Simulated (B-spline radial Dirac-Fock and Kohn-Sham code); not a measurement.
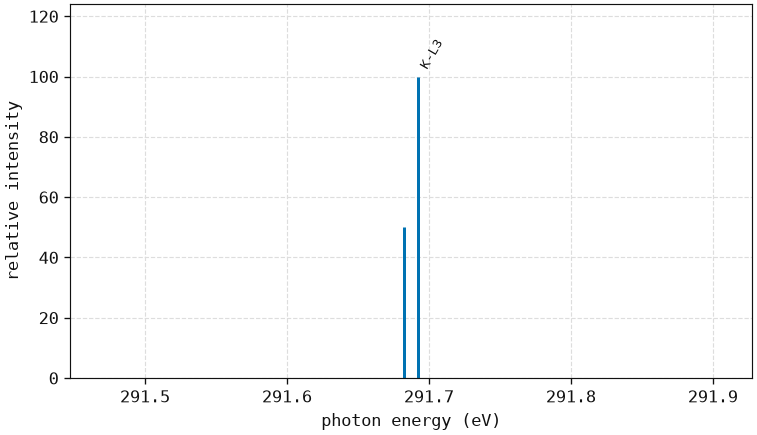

X-ray emission lines that fill a K (1s) hole, as sticks. Multiplet splitting by the open shell is left out. The figure is for carbon in charge state +1 (C⁺) in the configuration [He] 2s2 2p1. Method: independent-particle rates on relativistic LDA orbitals of the hole state (multipoles to L = 3), energies from Dirac–Fock ΔSCF (computed with a B-spline radial atomic code).

**What are the natural width, lifetime and fluorescence yield of the K hole?**

Width 0.0523 eV, lifetime 12.6 fs, fluorescence yield 0.00185.
